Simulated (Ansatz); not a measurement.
```sh
ansatz run in.yaml --threads 2 --pin off --events-out ev --progress --plain --max-ram 4352MiB
```

```yaml
crystal:
  periodic: [false, false, false]
  atoms:
    - {symbol: B, position_ang: [-1.291982, 0.300643, -0.692023]}
    - {symbol: Se, position_ang: [0.524398, -0.019335, -0.996505]}
    - {symbol: O, position_ang: [1.133223, -0.285666, 0.869518]}
    - {symbol: H, position_ang: [-1.795580, 0.482880, -1.764717]}
    - {symbol: H, position_ang: [-1.826292, 0.316856, 0.365089]}
    - {symbol: H, position_ang: [1.773466, 0.380751, 1.173017]}
    - {symbol: H, position_ang: [1.482767, -1.176127, 1.045622]}
basis:
  gaussian: {orbitals: def2-TZVPP}
total_charge: 1
hamiltonian: {xc: r2scan, dispersion: d4}
```

Describe the molecule in this file.

It has 7 atoms: 1 boron, 4 hydrogen, 1 oxygen and 1 selenium (BH₄OSe⁺). The point group is Cs. Coordination: 1 B trigonal planar; 1 Se bent; 1 O trigonal pyramidal.

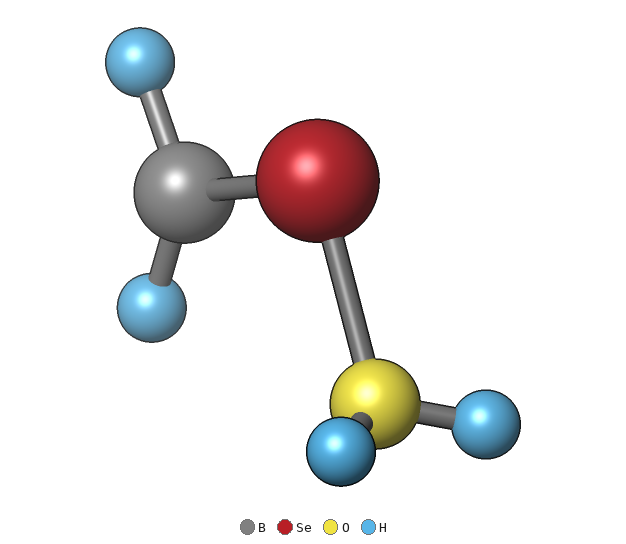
